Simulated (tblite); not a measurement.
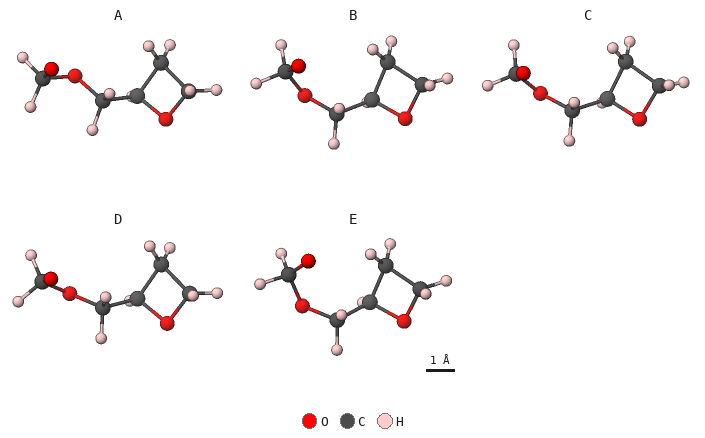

5 geometries from one relaxation of C5H9O3 (multiplicity 2), in shuffled order. A ball-and-stick model, seen face on.

The calculation used GFN2-xTB geometry optimisation, gas phase (tblite 0.8.0). 

Question: Order the frames from highest to lowest energy.

Answer: A, D, C, B, E. They are steps 0, 30, 82, 93, 142, at +0.880 eV, +0.123 eV, +0.072 eV, +0.042 eV relative to the last. An H atom moves most after the best rigid fit: 1.04 Å. By element the largest moves are H 1.04 Å, O 0.97 Å, C 0.56 Å. Among the contacts that change: C–O 1.386 → 1.272 Å, C–O 1.376 → 1.424 Å, C–O 1.390 → 1.433 Å, C–H 1.117 → 1.086 Å. Bond angles that change, for instance: O–C–O 108.8° → 119.5°, H–C–H 110.3° → 101.1°, O–C–H 112.1° → 103.3°. Groups turn about C–O by about 90°, C–O by about 60°. After 142 geometry steps the energy has fallen by 0.880 eV.
